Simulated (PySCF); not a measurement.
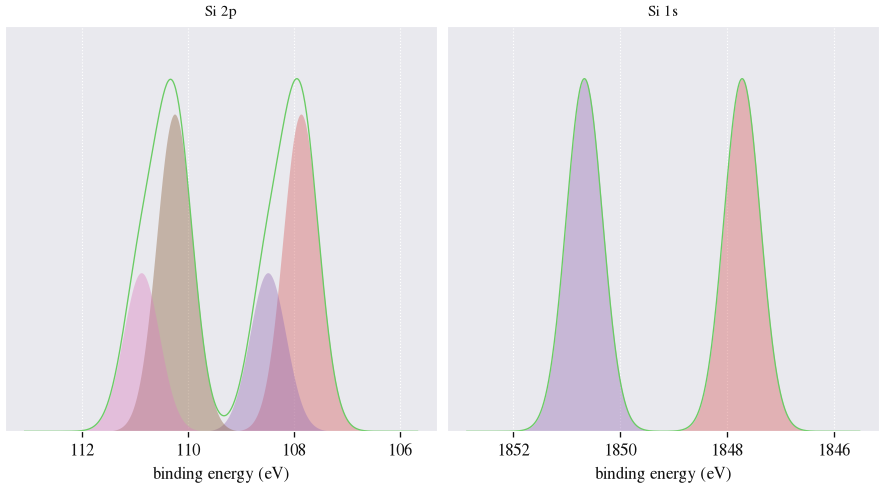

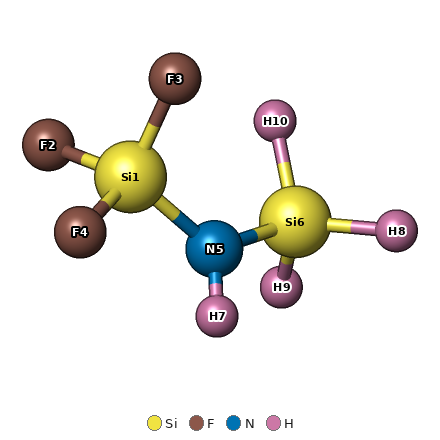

Simulated XPS of Si₂NH₄F₃. Vertical core-electron binding energies by ΔSCF (SCAN, pcX-2 on the ionised atom, pcseg-1 elsewhere, spin-free X2C; PySCF, at a PBE0-D3(BJ)/def2-SVP geometry (no frequency check)), gas phase, against the vacuum level. One atom of each kind was ionised; within a panel, areas follow the number of like atoms and 2j + 1 (2p levels are split by first-order spin-orbit coupling, an approximation), each panel is scaled alone, Gaussians of 0.8 eV full width. Only the regions named are shown. Lines closer than the width merge in the curve.

Question: Which atoms give which peak?

Answer:
```csv
level,atoms,binding energy (eV)
Si 2p1/2,Si1,110.9
Si 2p3/2,Si1,110.2
Si 2p1/2,Si6,108.5
Si 2p3/2,Si6,107.9
Si 1s,Si1,1850.7
Si 1s,Si6,1847.7
```

Question: How large is the chemical shift across the Si 2p region?

Answer: 2.4 eV, from Si6 at 107.9 eV to Si1 at 110.2 eV.
